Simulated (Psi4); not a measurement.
# singlet [C6H5]+ at 3 levels

We compute a comparison of 3 runs (TPSS/def2-SVP, r2SCAN/def2-SVP, revPBE/def2-SVP) of singlet [C6H5]+. 

The calculation is run with Psi4 1.11.

**1. The system as given**

The species is [C6H5]+ (11 atoms), meant as a singlet with charge +1. SMILES of the parent species: `[c]1ccccc1`. Geometry: relaxed at PBE0-D4/def2-TZVP. That shape belongs to the parent species and isn't relaxed for this state.

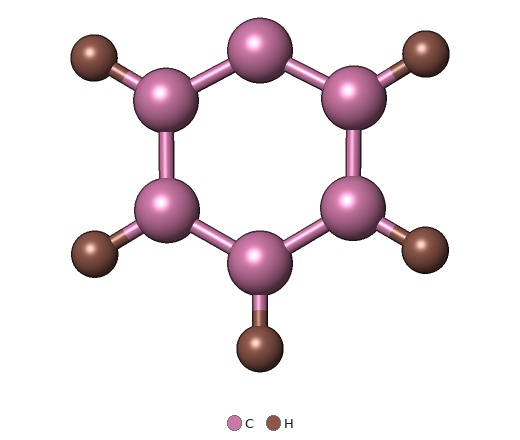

The structure, seen from a chosen angle (carbon pink, hydrogen brown).

**2. Energy and forces at TPSS/def2-SVP (run 1)**

input.dat

```
memory 1600 MB

molecule {
  1 1
  C     -0.261910    -0.809060    -1.292960
  C      0.240620    -1.496160    -0.221760
  C      0.472540    -0.756280     0.937820
  C      0.195410     0.603840     0.965040
  C     -0.314040     1.245760    -0.155610
  C     -0.554240     0.527170    -1.326830
  H      0.451430    -2.558820    -0.259770
  H      0.870560    -1.248870     1.818620
  H      0.378680     1.170410     1.870580
  H     -0.527290     2.308980    -0.124530
  H     -0.951760     1.013040    -2.210600
  symmetry c1
  no_reorient
  no_com
}

set globals {
  reference            rks
  puream               true
  e_convergence        1e-09
  d_convergence        1e-08
  scf_type             pk
  dft_radial_points    99
  dft_spherical_points 590
}

E, wfn = gradient("tpss/def2-SVP", return_wfn=True)
oeprop(wfn, "MAYER_INDICES", "LOWDIN_CHARGES", "QUADRUPOLE")
```

Run with:

```bash
$ psi4 input.dat output.dat -n 1
```

output.dat:

```text
[...]
  Running in c1 symmetry.
[...]
  Nuclear repulsion =  195.421394403802537
[...]
  Multiplicity = 1
[...]
  Nalpha       = 20
  Nbeta        = 20
[...]
    Number of basis functions: 109
[...]
   @RKS iter   1:  -230.72235828846047    3.84367e-01   7.38786e-03 DIIS/ADIIS
[...]
   @RKS iter  13:  -231.11790782102474   -4.27178e-11   2.89187e-09 DIIS
[...]
    Orbital Energies [Eh]
    ---------------------
    Doubly Occupied:
       1A    -10.334691     2A    -10.261991     3A    -10.261978
       4A    -10.243726     5A    -10.243713     6A    -10.224502
       7A     -1.043344     8A     -0.931785     9A     -0.919373
      10A     -0.792422    11A     -0.775005    12A     -0.701730
      13A     -0.654820    14A     -0.631535    15A     -0.621625
      16A     -0.577150    17A     -0.570544    18A     -0.544638
      19A     -0.467859    20A     -0.464420
[...]
  @RKS Final Energy:  -231.11790782102474
   => Energetics <=
    Nuclear Repulsion Energy =            195.4213944038025375
    One-Electron Energy =                -687.1622192557301787
    Two-Electron Energy =                 294.6752526310559688
    DFT Exchange-Correlation Energy =     -34.0523356001530644
    Empirical Dispersion Energy =           0.0000000000000000
    VV10 Nonlocal Energy =                  0.0000000000000000
    Total Energy =                       -231.1179078210247440
[...]
  -Total Gradient:
     Atom            X                  Y                   Z
    ------   -----------------  -----------------  -----------------
       1       -0.016793623078    -0.051851147507    -0.082857349173
       2        0.007927558213     0.046636320672     0.053075725936
       3        0.001298154271    -0.025118152369    -0.011954861334
       4        0.001037989472     0.003228221345     0.005157064882
       5       -0.009033621605     0.001171480744    -0.026315096483
       6        0.015796523459     0.026628178639     0.064008116216
       7       -0.003948258330     0.011161529997    -0.004785229255
       8       -0.003391229434     0.011435828529    -0.002953494231
       9       -0.001618185284    -0.004988864796    -0.007970004594
      10        0.004385379580    -0.008363248456     0.007860615938
      11        0.004339818596    -0.009938574507     0.006737027932
[...]
 Multipole Moments:
 ------------------------------------------------------------------------------------
     Multipole            Electronic (a.u.)      Nuclear  (a.u.)        Total (a.u.)
 ------------------------------------------------------------------------------------
 L = 1.  Multiply by 2.5417464519 to convert [e a0] to [Debye]
 Dipole X            :          1.9696443           -2.0940055           -0.1243612
 Dipole Y            :          6.0856421           -6.4697420           -0.3840999
 Dipole Z            :          9.7258178          -10.3396365           -0.6138187
 Magnitude           :                                                    0.7346916
 L = 2.  Multiply by 1.3450342976 to convert [e a0^2] to [Debye ang]
 Quadrupole XX       :        -49.8852250           25.1817438          -24.7034812
 Quadrupole XY       :         34.7945305          -37.1607767           -2.3662462
[...]
```

Wall time 1.7 min (1 thread of AMD EPYC 7R32 (Zen 2), shared host); peak memory 0.61 GiB.

**3. A single-point energy at r2SCAN/def2-SVP (run 2)**

c6h5.xyz

```xyz
11
C6H5
C     -0.261910    -0.809060    -1.292960
C      0.240620    -1.496160    -0.221760
C      0.472540    -0.756280     0.937820
C      0.195410     0.603840     0.965040
C     -0.314040     1.245760    -0.155610
C     -0.554240     0.527170    -1.326830
H      0.451430    -2.558820    -0.259770
H      0.870560    -1.248870     1.818620
H      0.378680     1.170410     1.870580
H     -0.527290     2.308980    -0.124530
H     -0.951760     1.013040    -2.210600
```

c6h5.py

```python
import psi4

psi4.set_memory('1600 MB')
psi4.set_num_threads(1)
psi4.core.set_output_file('output.dat', False)

with open('c6h5.xyz') as f:
    atoms = ''.join(f.readlines()[2:])
mol = psi4.geometry('1 1\n' + atoms + 'symmetry c1\nno_reorient\nno_com')

psi4.set_options({
    'basis': 'def2-SVP',
    'puream': True,
    'e_convergence': 1e-09,
    'd_convergence': 1e-08,
    'scf_type': 'pk',
    'dft_radial_points': 99,
    'dft_spherical_points': 590,
})

e_tot, wfn = psi4.energy('r2scan', return_wfn=True)
psi4.oeprop(wfn, 'MULLIKEN_CHARGES', 'QUADRUPOLE', 'MAYER_INDICES', title='R2SCAN')
print('E =', round(e_tot, 9))
```

Run with:

```bash
$ python c6h5.py
```

output.dat (excerpt; [...] marks lines left out):

```text
[...]
  Running in c1 symmetry.
[...]
  Nuclear repulsion =  195.421394403802537
[...]
  Multiplicity = 1
[...]
  Nalpha       = 20
  Nbeta        = 20
[...]
    Number of basis functions: 109
[...]
   @RKS iter   1:  -230.56385868659925    3.52931e-01   7.02781e-03 DIIS/ADIIS
[...]
   @RKS iter  13:  -230.91896514312822   -5.45413e-11   2.93519e-09 DIIS
[...]
    Orbital Energies [Eh]
    ---------------------
    Doubly Occupied:
       1A    -10.391106     2A    -10.313281     3A    -10.313267
       4A    -10.294796     5A    -10.294781     6A    -10.275354
       7A     -1.072239     8A     -0.957216     9A     -0.944237
      10A     -0.811514    11A     -0.792885    12A     -0.714529
      13A     -0.669920    14A     -0.640557    15A     -0.631875
      16A     -0.590526    17A     -0.578639    18A     -0.551891
      19A     -0.477300    20A     -0.473296
[...]
  @RKS Final Energy:  -230.91896514312822
   => Energetics <=
    Nuclear Repulsion Energy =            195.4213944038025375
    One-Electron Energy =                -686.9960460870913721
    Two-Electron Energy =                 294.4756583992783021
    DFT Exchange-Correlation Energy =     -33.8199718591177003
    Empirical Dispersion Energy =           0.0000000000000000
    VV10 Nonlocal Energy =                  0.0000000000000000
    Total Energy =                       -230.9189651431282186
[...]
 Multipole Moments:
 ------------------------------------------------------------------------------------
     Multipole            Electronic (a.u.)      Nuclear  (a.u.)        Total (a.u.)
 ------------------------------------------------------------------------------------
 L = 1.  Multiply by 2.5417464519 to convert [e a0] to [Debye]
 Dipole X            :          1.9663303           -2.0940055           -0.1276752
 Dipole Y            :          6.0754096           -6.4697420           -0.3943324
 Dipole Z            :          9.7094660          -10.3396365           -0.6301705
 Magnitude           :                                                    0.7542638
 L = 2.  Multiply by 1.3450342976 to convert [e a0^2] to [Debye ang]
 Quadrupole XX       :        -50.1211366           25.1817438          -24.9393928
 Quadrupole XY       :         34.7330312          -37.1607767           -2.4277455
[...]
  Mulliken Charges: (a.u.)
   Center  Symbol    Alpha    Beta     Spin     Total
[...]
```

On the terminal:

```text
E = -230.918965143
```

Run time: 82 s. Hardware: 1 thread of AMD EPYC 7R32 (Zen 2), shared host; peak memory 0.6 GiB.

**4. The energy at revPBE/def2-SVP (run 3)**

c6h5.py

```python
import psi4

psi4.set_memory('1600 MB')
psi4.set_num_threads(1)
psi4.set_output_file('run.log', False)

m = psi4.geometry("""
1 1
C     -0.261910    -0.809060    -1.292960
C      0.240620    -1.496160    -0.221760
C      0.472540    -0.756280     0.937820
C      0.195410     0.603840     0.965040
C     -0.314040     1.245760    -0.155610
C     -0.554240     0.527170    -1.326830
H      0.451430    -2.558820    -0.259770
H      0.870560    -1.248870     1.818620
H      0.378680     1.170410     1.870580
H     -0.527290     2.308980    -0.124530
H     -0.951760     1.013040    -2.210600
symmetry c1
no_reorient
no_com
""")

psi4.set_options({
    'reference': 'rks',
    'puream': True,
    'e_convergence': 1e-09,
    'd_convergence': 1e-08,
    'scf_type': 'pk',
    'dft_radial_points': 99,
    'dft_spherical_points': 590,
})

E, wfn = psi4.energy('revpbe/def2-SVP', return_wfn=True)
psi4.oeprop(wfn, 'LOWDIN_CHARGES', 'WIBERG_LOWDIN_INDICES', 'MAYER_INDICES')
print(f'revpbe/def2-SVP energy: {E:.10f} Eh')
for k, v in sorted(psi4.core.scalar_variables().items()):
    print(f'{k:45s} {v:18.10f}')
```

Run with:

```bash
$ python c6h5.py
```

run.log:

```text
[...]
  Running in c1 symmetry.
[...]
  Nuclear repulsion =  195.421394403802537
[...]
  Multiplicity = 1
[...]
  Nalpha       = 20
  Nbeta        = 20
[...]
    Number of basis functions: 109
[...]
   @RKS iter   1:  -230.58721815530416    4.45362e-01   7.62111e-03 DIIS/ADIIS
[...]
   @RKS iter  13:  -231.01143186460058   -2.01794e-11   6.97808e-09 DIIS
[...]
    Orbital Energies [Eh]
    ---------------------
    Doubly Occupied:
       1A    -10.241215     2A    -10.168609     3A    -10.168594
       4A    -10.151282     5A    -10.151269     6A    -10.131813
       7A     -1.029263     8A     -0.918846     9A     -0.906384
      10A     -0.781819    11A     -0.765413    12A     -0.693338
      13A     -0.649951    14A     -0.621529    15A     -0.614281
      16A     -0.572600    17A     -0.564197    18A     -0.537567
      19A     -0.465981    20A     -0.463125
[...]
  @RKS Final Energy:  -231.01143186460058
   => Energetics <=
    Nuclear Repulsion Energy =            195.4213944038025375
    One-Electron Energy =                -687.1508818929100926
    Two-Electron Energy =                 294.6443130842954474
    DFT Exchange-Correlation Energy =     -33.9262574597884807
    Empirical Dispersion Energy =           0.0000000000000000
    VV10 Nonlocal Energy =                  0.0000000000000000
    Total Energy =                       -231.0114318646005813
[...]
 Multipole Moments:
 ------------------------------------------------------------------------------------
     Multipole            Electronic (a.u.)      Nuclear  (a.u.)        Total (a.u.)
 ------------------------------------------------------------------------------------
 L = 1.  Multiply by 2.5417464519 to convert [e a0] to [Debye]
 Dipole X            :          1.9736202           -2.0940055           -0.1203853
 Dipole Y            :          6.0979271           -6.4697420           -0.3718149
 Dipole Z            :          9.7454508          -10.3396365           -0.5941857
 Magnitude           :                                                    0.7111931
[...]
```

On the terminal:

```text
revpbe/def2-SVP energy: -231.0114318646 Eh
CURRENT ENERGY                                   -231.0114318646
CURRENT REFERENCE ENERGY                         -231.0114318646
DD SOLVATION ENERGY                                 0.0000000000
DFT FUNCTIONAL TOTAL ENERGY                      -231.0114318646
DFT TOTAL ENERGY                                 -231.0114318646
DFT VV10 ENERGY                                     0.0000000000
DFT XC ENERGY                                     -33.9262574598
GRID ELECTRONS ALPHA                               20.0000006907
GRID ELECTRONS BETA                                20.0000006907
GRID ELECTRONS TOTAL                               40.0000013815
NUCLEAR REPULSION ENERGY                          195.4213944038
ONE-ELECTRON ENERGY                              -687.1508818929
PCM POLARIZATION ENERGY                             0.0000000000
PE ENERGY                                           0.0000000000
SCF ITERATION ENERGY                             -231.0114318646
SCF ITERATIONS                                     13.0000000000
SCF TOTAL ENERGY                                 -231.0114318646
TWO-ELECTRON ENERGY                               294.6443130843
XC GRID RADIAL POINTS                              99.0000000000
XC GRID SPHERICAL POINTS                          590.0000000000
XC GRID TOTAL POINTS                           597651.0000000000
```

It took 36 s on 1 thread of AMD EPYC 7R32 (Zen 2), shared host; peak memory 0.59 GiB.

**5. The series**

| run | level | task | energy (Eh) | HOMO energy (eV) | LUMO energy (eV) | HOMO–LUMO gap (eV) | wall time |
| --- | --- | --- | --- | --- | --- | --- | --- |
| 1 | TPSS/def2-SVP | gradient | -231.117908 | -12.64 | -11.84 | 0.80 | 1.7 min |
| 2 | r2SCAN/def2-SVP | energy | -230.918965 | -12.88 | -11.85 | 1.03 | 82 s |
| 3 | revPBE/def2-SVP | energy | -231.011432 | -12.60 | -11.89 | 0.71 | 36 s |

**6. Outcome**

```
            quantity          value
 run 3: total energy  -231.01143 Eh
  run 3: HOMO energy      -12.60 eV
  run 3: LUMO energy      -11.89 eV
run 3: HOMO–LUMO gap        0.71 eV
```

What this shows: The HOMO–LUMO gap runs from 0.71 eV (revPBE/def2-SVP) to 1.03 eV (r2SCAN/def2-SVP). Totals of different functionals can't be ranked against each other. All runs together took 3.7 min, the longest 1.7 min.
